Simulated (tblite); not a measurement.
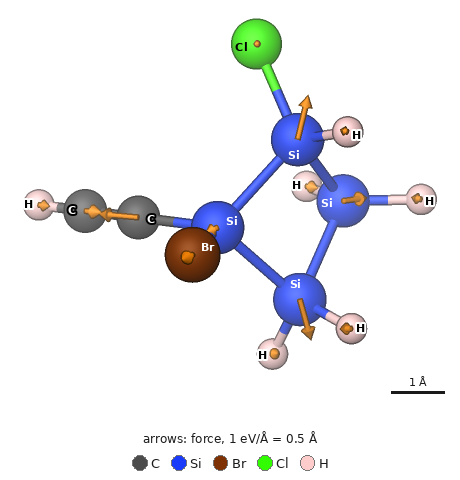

Starting geometry of C2H6BrClSi4 with the computed forces as orange arrows. The picture is a ball-and-stick view, seen at a tilt.

Method: tblite 0.8.0, GFN2-xTB geometry optimisation, gas phase. 

Is this structure relaxed? If not, where do the atoms go?

It isn't relaxed: the largest force vector, on a Si atom, is 1.77 eV/Å. The final displacements have little in common with the starting forces (cosine between the two patterns 0.10). The atom that moves furthest after the best rigid fit is an H atom (1.98 Å). Largest moves by element: H 1.98 Å, Cl 1.38 Å, C 0.94 Å, Si 0.83 Å, Br 0.44 Å. Near-neighbour distances that change, for instance: Si–Si 2.270 → 2.377 Å, Si–Si 2.282 → 2.386 Å, Br–Si 2.200 → 2.299 Å, Si–Si 2.291 → 2.369 Å. Bond angles that change, for instance: C–Si–Br 112.1° → 100.5°, Si–Si–H 113.4° → 124.6°, C–Si–Si 113.2° → 123.9°. Groups turn about Si–Si by about 45°, Si–Si by about 45°, Si–Si by about 40°. The energy falls by 62.3 kJ/mol in 102 geometry steps.
